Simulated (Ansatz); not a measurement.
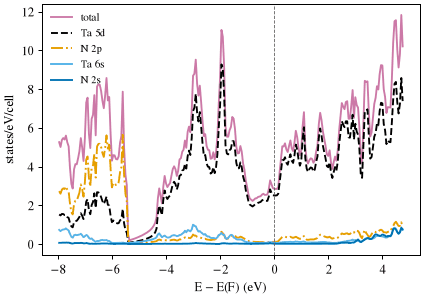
Fig. 1. Total and projected density of states of Ta2N in space group P-31m (No. 162; Ta on 6k, N on 2d, N on 1a), PBEsol (plane waves, PAW; program Ansatz)

**Question.** Which orbitals carry the states next to the Fermi level?

**Answer.** Within 0.5 eV of the Fermi level: Ta 5d 87 %, N 2p 6 %. Projections are on Löwdin-orthogonalised atomic valence shells; empty p or d shells of many metals are not among them.

**Question.** Where is the tallest occupied peak in this window, and what makes it?

**Answer.** Near -1.9 eV, about 11 states/eV per cell; the largest projected share is Ta 5d.

The first step of the workflow began from a Materials Project structure, measured or hypothetical; the Crystallography Open Database copy checked does not list it. Its standing as an ambient phase is unchecked. The PBEsol relaxation kept the symmetry of its start; whether a distortion lowers the energy is not shown. No spin polarisation was allowed. With an odd number of electrons in the cell and no spin polarisation, the count alone makes it a metal. Spin–orbit coupling is left out wherever it is not named.

Potentials: the earlier of the program's two PAW sets. The files were generated under PBE; for other functionals the program regenerates the frozen cores, and for LDA and PBEsol the local potential too.
